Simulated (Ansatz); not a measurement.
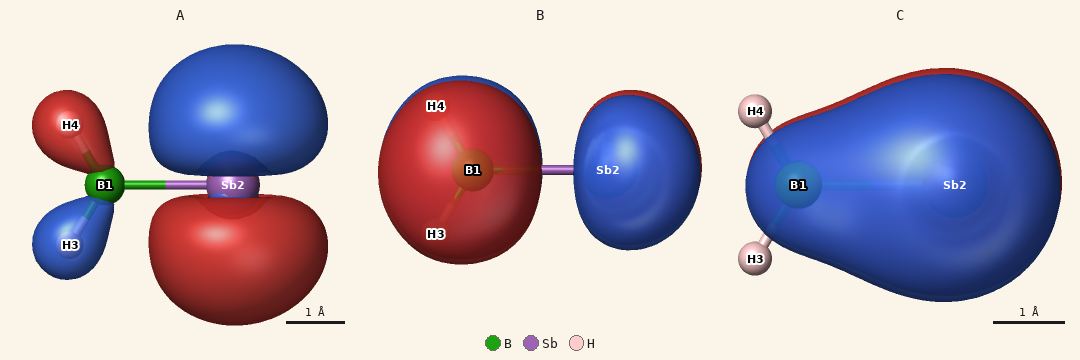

The picture shows: BH$_{2}$Sb (triplet). Three frontier orbitals at ±0.08 Å⁻³ᐟ² (red and blue are the two phases), in no order.

Geometry: PBE0-D3(BJ)/def2-SVP; core potentials replace the inner electrons of Sb.

Theory: Ansatz, isolated molecule in a Gaussian basis; Kohn-Sham density functional theory, functional PBE0.

> Which picture is the HOMO−1, the HOMO and the LUMO? All are α orbitals.

C is the HOMO−1 (α) (−6.84 eV). Its weight (Hirshfeld) is mainly on Sb2 (about 80 %) and B1 (about 15 %); it changes sign across the molecular plane (π type). A is the HOMO (α) (−6.17 eV). It lies mainly on Sb2 (about 90 %); it is symmetric in the molecular plane (an in-plane orbital: σ, lone-pair or in-plane π type). B is the LUMO (α) (−1.93 eV). By Hirshfeld shares it lies mainly on B1 (about 55 %), Sb2 (about 30 %), H3 (about 5 %) and H4 (about 5 %); it changes sign across the molecular plane (π type); π-antibonding (a node) across B1–Sb2.

> What is the gap between the highest occupied and lowest empty α orbitals?

4.24 eV between the orbital energies.
